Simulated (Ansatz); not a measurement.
# GeHCl (triplet): wB97M-V, B2PLYP over vertical spin and charge gaps, def2-QZVPP

Aim: run GeHCl (triplet) with these functionals over vertical spin and charge gaps, and hold them against the top wave-function level at the same points.

Program: Ansatz 0.2.0, Gaussian basis. Level of theory: def2-QZVPP, all electrons in the functionals, frozen cores in the correlation of double hybrids and RPA. These are calculated values, not measurements.

To be run: wB97M-V, B2PLYP, at charge 0, triplet; charge 0, singlet; charge 0, quintet; charge 1, doublet; charge 1, quartet.

10 further runs of the same task are left out: 10 set aside as unsound or not needed.

## (1) What is computed

The geometry is a PBE0/def2-TZVP stationary point (not a proven minimum). No spin-orbit coupling is included. The filled d shell of Ge may be among the frozen orbitals whatever the setting's name suggests; the logs give the count.

3 atoms, charge 0, spin multiplicity 3.

Atoms are counted from 1 here; the program's logs count them from 0.

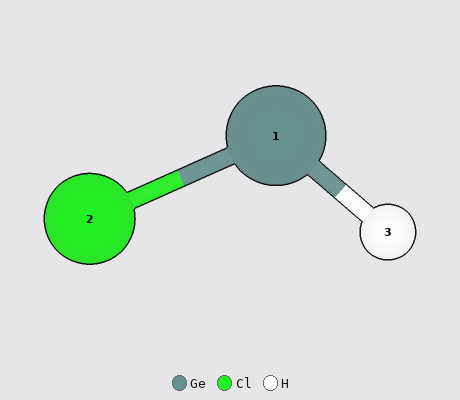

The geometry (germanium teal, chlorine green, hydrogen white); atoms are numbered from 1 in the order of the file.

No dispersion term is added; wB97M-V holds VV10 nonlocal correlation.

The geometry shown and the zero of energy belong to the point charge 0, triplet. The yardstick, RCCSD(T), and other wave-function levels (R restricted, U unrestricted, valence and pair active spaces) come from earlier runs.

## (2) wB97M-V, charge 0, triplet

in.yaml reads:

```yaml
crystal:
  periodic: [false, false, false]
  atoms:
    - {symbol: Ge, position_ang: [0.000000, -0.039179, 0.691027]}
    - {symbol: Cl, position_ang: [0.000000, 0.042088, -1.455820]}
    - {symbol: H, position_ang: [0.000000, 1.343123, 1.405821]}
basis:
  gaussian: {orbitals: "def2-QZVPP.json"}
magnetization: {spin_polarized: true, initial_magnetization: 2}
hamiltonian: {xc: {name: wB97M-V}}
output: {orbitals: {seedname: orbitals}}
```

Run with:

```console
ansatz run in.yaml --threads 2 --pin off --events-out ev --progress --plain --max-ram 24576MiB --backend cuda --devices 0, --max-vram 18GiB
```

Log (excerpt; [...] marks lines left out):

```text
Functional definition: wB97M-V
  name "wB97M-V"
  cite "Mardirossian & Head-Gordon, J. Chem. Phys. 144, 214110 (2016) doi:10.1063/1.4952647"
  cite "Becke, J. Chem. Phys. 107, 8554 (1997) doi:10.1063/1.475007"
  cite "Vydrov & Van Voorhis, J. Chem. Phys. 133, 244103 (2010) doi:10.1063/1.3521275"
  # Of w^i u^j: cxij and so on, Table III.
[...]
  gx(w, u) = 1 - cx + cx01*u + cx10*w
  gss(w, u) = css00 + css04*u^4 + css10*w + css20*w^2 + css43*w^4*u^3
  gos(w, u) = cos00 + cos10*w + (cos20 + cos21*u)*w^2 + (cos60 + cos61*u)*w^6
[...]
      + integral(e_c_pw_mod_opposite_spin*gos(b97_w_opposite, b97_u_opposite)) + vv10(b, c)
952 factors; their error is unknown
147 factors; integrals over basis functions are off by at most 1.1e-4 eV
[...]
mean field -69053.84656082 eV, -2537.6820547319 hartree, gradient 5.1e-5 eV, S^2 2.003824; 0 other end points of the search recorded, 0 dependent functions left out
reference -69053.84659910 eV, -2537.6820561384 hartree; 26, 24 occupied and 163, 165 virtual orbitals, 952 factors
Total energy: -69053.84659910 eV, -2537.6820561384 hartree
```

Run time: 9.5 s. Hardware: 1 × H100 (card shared with other runs) with 2 threads of AMD EPYC 7R13, shared host; peak host memory 0.89 GiB.

From the report: ⟨S²⟩ of the determinant 2.004 (pure triplet: 2.00).

## (3) wB97M-V, charge 0, singlet

Edit in.yaml of step 2 so:

```diff
@@ -8,3 +8,3 @@
   gaussian: {orbitals: "def2-QZVPP.json"}
-magnetization: {spin_polarized: true, initial_magnetization: 2}
+magnetization: {spin_polarized: true, initial_magnetization: 0}
 hamiltonian: {xc: {name: wB97M-V}}
```

Same command.

Log (excerpt; [...] marks lines left out):

```text
Functional definition: wB97M-V
  name "wB97M-V"
  cite "Mardirossian & Head-Gordon, J. Chem. Phys. 144, 214110 (2016) doi:10.1063/1.4952647"
  cite "Becke, J. Chem. Phys. 107, 8554 (1997) doi:10.1063/1.475007"
  cite "Vydrov & Van Voorhis, J. Chem. Phys. 133, 244103 (2010) doi:10.1063/1.3521275"
  # Of w^i u^j: cxij and so on, Table III.
[...]
  gx(w, u) = 1 - cx + cx01*u + cx10*w
  gss(w, u) = css00 + css04*u^4 + css10*w + css20*w^2 + css43*w^4*u^3
  gos(w, u) = cos00 + cos10*w + (cos20 + cos21*u)*w^2 + (cos60 + cos61*u)*w^6
[...]
      + integral(e_c_pw_mod_opposite_spin*gos(b97_w_opposite, b97_u_opposite)) + vv10(b, c)
952 factors; their error is unknown
147 factors; integrals over basis functions are off by at most 1.1e-4 eV
[...]
mean field -69055.29058752 eV, -2537.7351217343 hartree, gradient 3.7e-5 eV, S^2 0.000000; 1 other end points of the search recorded, 0 dependent functions left out
reference -69055.29062732 eV, -2537.7351231969 hartree; 25, 25 occupied and 164, 164 virtual orbitals, 952 factors
Total energy: -69055.29062732 eV, -2537.7351231969 hartree
```

Wall time 14 s (1 × H100 (card shared with other runs) with 2 threads of AMD EPYC 7R13, shared host); peak host memory 0.91 GiB.

From the report: ⟨S²⟩ of the determinant 0.000 (pure singlet: 0.00).

From charge 0, triplet: -33.3 kcal/mol.

## (4) wB97M-V, charge 0, quintet

Edit in.yaml of step 3 so:

```diff
@@ -8,3 +8,3 @@
   gaussian: {orbitals: "def2-QZVPP.json"}
-magnetization: {spin_polarized: true, initial_magnetization: 0}
+magnetization: {spin_polarized: true, initial_magnetization: 4}
 hamiltonian: {xc: {name: wB97M-V}}
```

Launched as before.

Log (excerpt; [...] marks lines left out):

```text
Functional definition: wB97M-V
  name "wB97M-V"
  cite "Mardirossian & Head-Gordon, J. Chem. Phys. 144, 214110 (2016) doi:10.1063/1.4952647"
  cite "Becke, J. Chem. Phys. 107, 8554 (1997) doi:10.1063/1.475007"
  cite "Vydrov & Van Voorhis, J. Chem. Phys. 133, 244103 (2010) doi:10.1063/1.3521275"
  # Of w^i u^j: cxij and so on, Table III.
[...]
  gx(w, u) = 1 - cx + cx01*u + cx10*w
  gss(w, u) = css00 + css04*u^4 + css10*w + css20*w^2 + css43*w^4*u^3
  gos(w, u) = cos00 + cos10*w + (cos20 + cos21*u)*w^2 + (cos60 + cos61*u)*w^6
[...]
      + integral(e_c_pw_mod_opposite_spin*gos(b97_w_opposite, b97_u_opposite)) + vv10(b, c)
952 factors; their error is unknown
147 factors; integrals over basis functions are off by at most 1.1e-4 eV
[...]
mean field -69046.71008939 eV, -2537.4197942439 hartree, gradient 8.2e-6 eV, S^2 6.004988; 3 other end points of the search recorded, 0 dependent functions left out
reference -69046.71012425 eV, -2537.4197955251 hartree; 27, 23 occupied and 162, 166 virtual orbitals, 952 factors
Total energy: -69046.71012425 eV, -2537.4197955251 hartree
```

Wall time 9.5 s (1 × H100 (card shared with other runs) with 2 threads of AMD EPYC 7R13, shared host); peak host memory 0.91 GiB.

From the report: ⟨S²⟩ of the determinant 6.005 (pure quintet: 6.00).

From charge 0, triplet: +164.6 kcal/mol.

## (5) wB97M-V, charge 1, doublet

Edit in.yaml of step 4 so:

```diff
@@ -8,3 +8,4 @@
   gaussian: {orbitals: "def2-QZVPP.json"}
-magnetization: {spin_polarized: true, initial_magnetization: 4}
+total_charge: 1
+magnetization: {spin_polarized: true, initial_magnetization: 1}
 hamiltonian: {xc: {name: wB97M-V}}
```

The command is unchanged.

Log (excerpt; [...] marks lines left out):

```text
Functional definition: wB97M-V
  name "wB97M-V"
  cite "Mardirossian & Head-Gordon, J. Chem. Phys. 144, 214110 (2016) doi:10.1063/1.4952647"
  cite "Becke, J. Chem. Phys. 107, 8554 (1997) doi:10.1063/1.475007"
  cite "Vydrov & Van Voorhis, J. Chem. Phys. 133, 244103 (2010) doi:10.1063/1.3521275"
  # Of w^i u^j: cxij and so on, Table III.
[...]
  gx(w, u) = 1 - cx + cx01*u + cx10*w
  gss(w, u) = css00 + css04*u^4 + css10*w + css20*w^2 + css43*w^4*u^3
  gos(w, u) = cos00 + cos10*w + (cos20 + cos21*u)*w^2 + (cos60 + cos61*u)*w^6
[...]
      + integral(e_c_pw_mod_opposite_spin*gos(b97_w_opposite, b97_u_opposite)) + vv10(b, c)
952 factors; their error is unknown
147 factors; integrals over basis functions are off by at most 1.1e-4 eV
[...]
mean field -69046.21761798 eV, -2537.4016962537 hartree, gradient 8.3e-5 eV, S^2 0.756171; 0 other end points of the search recorded, 0 dependent functions left out
reference -69046.21766080 eV, -2537.4016978272 hartree; 25, 24 occupied and 164, 165 virtual orbitals, 952 factors
Total energy: -69046.21766080 eV, -2537.4016978272 hartree
```

Wall time 6.5 s (1 × H100 (card shared with other runs) with 2 threads of AMD EPYC 7R13, shared host); peak host memory 0.89 GiB.

From the report: ⟨S²⟩ of the determinant 0.756 (pure doublet: 0.75).

From charge 0, triplet: +175.9 kcal/mol.

## (6) wB97M-V, charge 1, quartet

Edit in.yaml of step 5 so:

```diff
@@ -9,3 +9,3 @@
 total_charge: 1
-magnetization: {spin_polarized: true, initial_magnetization: 1}
+magnetization: {spin_polarized: true, initial_magnetization: 3}
 hamiltonian: {xc: {name: wB97M-V}}
```

The command is unchanged.

Log (excerpt; [...] marks lines left out):

```text
Functional definition: wB97M-V
  name "wB97M-V"
  cite "Mardirossian & Head-Gordon, J. Chem. Phys. 144, 214110 (2016) doi:10.1063/1.4952647"
  cite "Becke, J. Chem. Phys. 107, 8554 (1997) doi:10.1063/1.475007"
  cite "Vydrov & Van Voorhis, J. Chem. Phys. 133, 244103 (2010) doi:10.1063/1.3521275"
  # Of w^i u^j: cxij and so on, Table III.
[...]
  gx(w, u) = 1 - cx + cx01*u + cx10*w
  gss(w, u) = css00 + css04*u^4 + css10*w + css20*w^2 + css43*w^4*u^3
  gos(w, u) = cos00 + cos10*w + (cos20 + cos21*u)*w^2 + (cos60 + cos61*u)*w^6
[...]
      + integral(e_c_pw_mod_opposite_spin*gos(b97_w_opposite, b97_u_opposite)) + vv10(b, c)
952 factors; their error is unknown
147 factors; integrals over basis functions are off by at most 1.1e-4 eV
[...]
mean field -69041.85145465 eV, -2537.2412427108 hartree, gradient 4.3e-6 eV, S^2 3.755339; 3 other end points of the search recorded, 0 dependent functions left out
reference -69041.85149678 eV, -2537.2412442591 hartree; 26, 23 occupied and 163, 166 virtual orbitals, 952 factors
Total energy: -69041.85149678 eV, -2537.2412442591 hartree
```

It took 8.5 s on 1 × H100 (card shared with other runs) with 2 threads of AMD EPYC 7R13, shared host; peak host memory 0.91 GiB.

From the report: ⟨S²⟩ of the determinant 3.755 (pure quartet: 3.75).

From charge 0, triplet: +276.6 kcal/mol.

## (7) B2PLYP, charge 0, triplet

in.yaml reads:

```yaml
crystal:
  periodic: [false, false, false]
  atoms:
    - {symbol: Ge, position_ang: [0.000000, -0.039179, 0.691027]}
    - {symbol: Cl, position_ang: [0.000000, 0.042088, -1.455820]}
    - {symbol: H, position_ang: [0.000000, 1.343123, 1.405821]}
basis:
  gaussian: {orbitals: "def2-QZVPP.json"}
magnetization: {spin_polarized: true, initial_magnetization: 2}
hamiltonian: {xc: {name: B2PLYP}}
correlation: {electrons: outside_noble_gas}
```

Launched as before.

Log (excerpt; [...] marks lines left out):

```text
Functional definition: B2PLYP
  name "B2PLYP"
  cite "Grimme, J. Chem. Phys. 124, 034108 (2006) doi:10.1063/1.2148954"
  cite "Becke, Phys. Rev. A 38, 3098 (1988) doi:10.1103/PhysRevA.38.3098"
  cite "Lee, Yang & Parr, Phys. Rev. B 37, 785 (1988) doi:10.1103/PhysRevB.37.785"
[...]
1207 factors; integrals over basis functions are off by at most 1.1e-3 eV
[...]
mean field -69040.50481437 eV, -2537.1917545933 hartree, gradient 2.2e-6 eV, S^2 2.006889; 0 other end points of the search recorded, 0 dependent functions left out
19 core orbitals not correlated: weight in the atoms' cores, before any rotation towards them, 0.998 or more for the frozen orbitals, at most 0.001 for the correlated occupied ones
reference -69040.50494308 eV, -2537.1917593233 hartree; 7, 5 occupied and 163, 165 virtual orbitals, 1207 factors
second order -9.72803390 eV of doubles, -0.00000000 eV of singles
Total energy: -69043.13151224 eV, -2537.2882839593 hartree
```

Run time: 6 s. Hardware: 1 × H100 (card shared with other runs) with 2 threads of AMD EPYC 7R13, shared host; peak host memory 0.96 GiB.

From the report: ⟨S²⟩ of the determinant 2.007 (pure triplet: 2.00).

## (8) B2PLYP, charge 0, singlet

Edit in.yaml of step 7 so:

```diff
@@ -8,3 +8,3 @@
   gaussian: {orbitals: "def2-QZVPP.json"}
-magnetization: {spin_polarized: true, initial_magnetization: 2}
+magnetization: {spin_polarized: true, initial_magnetization: 0}
 hamiltonian: {xc: {name: B2PLYP}}
```

Launched as before.

Log (excerpt; [...] marks lines left out):

```text
Functional definition: B2PLYP
  name "B2PLYP"
  cite "Grimme, J. Chem. Phys. 124, 034108 (2006) doi:10.1063/1.2148954"
  cite "Becke, Phys. Rev. A 38, 3098 (1988) doi:10.1103/PhysRevA.38.3098"
  cite "Lee, Yang & Parr, Phys. Rev. B 37, 785 (1988) doi:10.1103/PhysRevB.37.785"
[...]
1207 factors; integrals over basis functions are off by at most 1.1e-3 eV
[...]
mean field -69041.74824150 eV, -2537.2374496973 hartree, gradient 6.0e-6 eV, S^2 0.000000; 2 other end points of the search recorded, 0 dependent functions left out
19 core orbitals not correlated: weight in the atoms' cores, before any rotation towards them, 0.999 or more for the frozen orbitals, at most 0.001 for the correlated occupied ones
reference -69041.74837053 eV, -2537.2374544391 hartree; 6, 6 occupied and 164, 164 virtual orbitals, 1207 factors
second order -10.34348861 eV of doubles, -0.00000000 eV of singles
Total energy: -69044.54111246 eV, -2537.3400858119 hartree
```

It took 12 s on 1 × H100 (card shared with other runs) with 2 threads of AMD EPYC 7R13, shared host; peak host memory 0.97 GiB.

From the report: ⟨S²⟩ of the determinant 0.000 (pure singlet: 0.00).

From charge 0, triplet: -32.5 kcal/mol.

## (9) B2PLYP, charge 0, quintet

Edit in.yaml of step 8 so:

```diff
@@ -8,3 +8,3 @@
   gaussian: {orbitals: "def2-QZVPP.json"}
-magnetization: {spin_polarized: true, initial_magnetization: 0}
+magnetization: {spin_polarized: true, initial_magnetization: 4}
 hamiltonian: {xc: {name: B2PLYP}}
```

The command is unchanged.

Log (excerpt; [...] marks lines left out):

```text
Functional definition: B2PLYP
  name "B2PLYP"
  cite "Grimme, J. Chem. Phys. 124, 034108 (2006) doi:10.1063/1.2148954"
  cite "Becke, Phys. Rev. A 38, 3098 (1988) doi:10.1103/PhysRevA.38.3098"
  cite "Lee, Yang & Parr, Phys. Rev. B 37, 785 (1988) doi:10.1103/PhysRevB.37.785"
[...]
1207 factors; integrals over basis functions are off by at most 1.1e-3 eV
[...]
mean field -69033.61988842 eV, -2536.9387382313 hartree, gradient 1.4e-6 eV, S^2 6.009796; 4 other end points of the search recorded, 0 dependent functions left out
19 core orbitals not correlated: weight in the atoms' cores, before any rotation towards them, 0.996 or more for the frozen orbitals, at most 0.004 for the correlated occupied ones
reference -69033.62001500 eV, -2536.9387428830 hartree; 8, 4 occupied and 162, 166 virtual orbitals, 1207 factors
second order -8.92732312 eV of doubles, -0.00000000 eV of singles
Total energy: -69036.03039224 eV, -2537.0273226128 hartree
```

Wall time 6 s (1 × H100 (card shared with other runs) with 2 threads of AMD EPYC 7R13, shared host); peak host memory 0.97 GiB.

From the report: ⟨S²⟩ of the determinant 6.010 (pure quintet: 6.00).

From charge 0, triplet: +163.8 kcal/mol.

## (10) B2PLYP, charge 1, doublet

Edit in.yaml of step 9 so:

```diff
@@ -8,3 +8,4 @@
   gaussian: {orbitals: "def2-QZVPP.json"}
-magnetization: {spin_polarized: true, initial_magnetization: 4}
+total_charge: 1
+magnetization: {spin_polarized: true, initial_magnetization: 1}
 hamiltonian: {xc: {name: B2PLYP}}
```

Same command.

Log (excerpt; [...] marks lines left out):

```text
Functional definition: B2PLYP
  name "B2PLYP"
  cite "Grimme, J. Chem. Phys. 124, 034108 (2006) doi:10.1063/1.2148954"
  cite "Becke, Phys. Rev. A 38, 3098 (1988) doi:10.1103/PhysRevA.38.3098"
  cite "Lee, Yang & Parr, Phys. Rev. B 37, 785 (1988) doi:10.1103/PhysRevB.37.785"
[...]
1207 factors; integrals over basis functions are off by at most 1.1e-3 eV
[...]
mean field -69032.97230920 eV, -2536.9149401340 hartree, gradient 9.8e-6 eV, S^2 0.762551; 1 other end points of the search recorded, 0 dependent functions left out
19 core orbitals not correlated: weight in the atoms' cores, before any rotation towards them, 0.999 or more for the frozen orbitals, at most 0.001 for the correlated occupied ones
reference -69032.97244272 eV, -2536.9149450408 hartree; 6, 5 occupied and 164, 165 virtual orbitals, 1207 factors
second order -9.52611510 eV of doubles, -0.00000000 eV of singles
Total energy: -69035.54449380 eV, -2537.0094661744 hartree
```

Run time: 7 s. Hardware: 1 × H100 (card shared with other runs) with 2 threads of AMD EPYC 7R13, shared host; peak host memory 0.96 GiB.

From the report: ⟨S²⟩ of the determinant 0.763 (pure doublet: 0.75).

From charge 0, triplet: +175.0 kcal/mol.

## (11) B2PLYP, charge 1, quartet

Edit in.yaml of step 10 so:

```diff
@@ -9,3 +9,3 @@
 total_charge: 1
-magnetization: {spin_polarized: true, initial_magnetization: 1}
+magnetization: {spin_polarized: true, initial_magnetization: 3}
 hamiltonian: {xc: {name: B2PLYP}}
```

Launched as before.

Log (excerpt; [...] marks lines left out):

```text
Functional definition: B2PLYP
  name "B2PLYP"
  cite "Grimme, J. Chem. Phys. 124, 034108 (2006) doi:10.1063/1.2148954"
  cite "Becke, Phys. Rev. A 38, 3098 (1988) doi:10.1103/PhysRevA.38.3098"
  cite "Lee, Yang & Parr, Phys. Rev. B 37, 785 (1988) doi:10.1103/PhysRevB.37.785"
[...]
1207 factors; integrals over basis functions are off by at most 1.1e-3 eV
[...]
mean field -69028.99319031 eV, -2536.7687102119 hartree, gradient 1.8e-8 eV, S^2 3.762061; 5 other end points of the search recorded, 0 dependent functions left out
19 core orbitals not correlated: weight in the atoms' cores, before any rotation towards them, 0.997 or more for the frozen orbitals, at most 0.003 for the correlated occupied ones
reference -69028.99332413 eV, -2536.7687151297 hartree; 7, 4 occupied and 163, 166 virtual orbitals, 1207 factors
second order -8.01930581 eV of doubles, -0.00000000 eV of singles
Total energy: -69031.15853670 eV, -2536.8482852240 hartree
```

Run time: 5.5 s. Hardware: 1 × H100 (card shared with other runs) with 2 threads of AMD EPYC 7R13, shared host; peak host memory 0.97 GiB.

From the report: ⟨S²⟩ of the determinant 3.762 (pure quartet: 3.75).

From charge 0, triplet: +276.1 kcal/mol.

## (12) Against the wave-function levels

No level is safe as a reference over these points; RCCSD(T) serves as a yardstick only. It comes from earlier runs at the same points. Energies in kcal/mol, counted from charge 0, triplet; blanks weren't run or aren't comparable.

```tsv
level	triplet to singlet	triplet to quintet	ionisation to the doublet cation	ionisation to the quartet cation
RCCSD(T)	-31.1	163.5	177.6	277.1
wB97M-V	-33.3	164.6	175.9	276.6
B2PLYP	-32.5	163.8	175.0	276.1
```

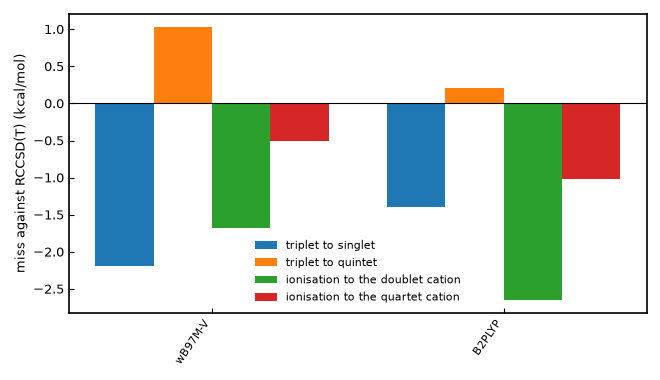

Misses of the gaps against RCCSD(T).

Largest miss and mean time a point (RCCSD(T) took 34 s a point; shared hosts):

```tsv
level	largest miss (kcal/mol)	where	time a point
wB97M-V	-2.2	triplet to singlet	9.5 s
B2PLYP	-2.6	ionisation to the doublet cation	7.2 s
```

## (13) Summary of results

| quantity | value |
| --- | --- |
| triplet to singlet, RCCSD(T) | -31.1 kcal/mol |
| triplet to quintet, RCCSD(T) | 163.5 kcal/mol |
| ionisation to the doublet cation, RCCSD(T) | 177.6 kcal/mol |
| ionisation to the quartet cation, RCCSD(T) | 277.1 kcal/mol |
| largest miss, wB97M-V | -2.2 kcal/mol (triplet to singlet) |
| largest miss, B2PLYP | -2.6 kcal/mol (ionisation to the doublet cation) |

Of the functionals, wB97M-V keep the smallest largest miss at the points compared (at most 2.2 kcal/mol) and B2PLYP strays most (2.6 kcal/mol, at ionisation to the doublet cation). Functionals and the yardstick converge differently with the basis, so part of each miss in def2-QZVPP is the basis. The yardstick itself may be off where one determinant is a poor start.
